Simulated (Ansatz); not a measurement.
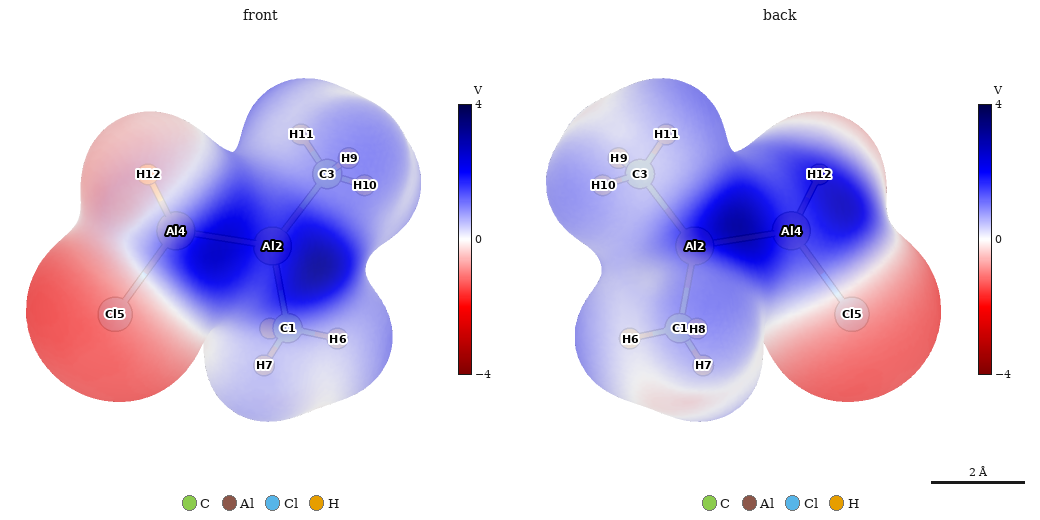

Figure. C2H7Al2Cl (SMILES [CH3][Al]([CH3])[AlH][Cl]). The molecular electrostatic potential painted on the density surface at 0.002 e/bohr³, seen from the front and from behind; the colour scale runs from red (negative) to blue (positive).

These are results of Ansatz 0.2.0, RKS PBE/6-31G, not measurements.

```csv
atom,x (Å),y (Å),z (Å)
C,-1.8248,-0.0634,0.7584
Al,0.0464,-0.0812,0.0853
C,1.4209,-1.3374,0.7931
Al,0.7361,1.5852,-1.8273
Cl,-0.9299,2.8829,-2.6066
H,-1.8597,-0.2443,1.8483
H,-2.3390,0.8869,0.5360
H,-2.4050,-0.8738,0.2740
H,2.2541,-0.7792,1.2622
H,0.9993,-2.0241,1.5479
H,1.8647,-1.9425,-0.0197
H,2.1140,1.9357,-2.6174
```

### Where is the surface potential most negative and most positive?

The most negative region (about −1.3 V, or −30 kcal/mol for a unit charge) lies over Cl5, the most positive (about +3.0 V, or +69 kcal/mol for a unit charge) over Al2.
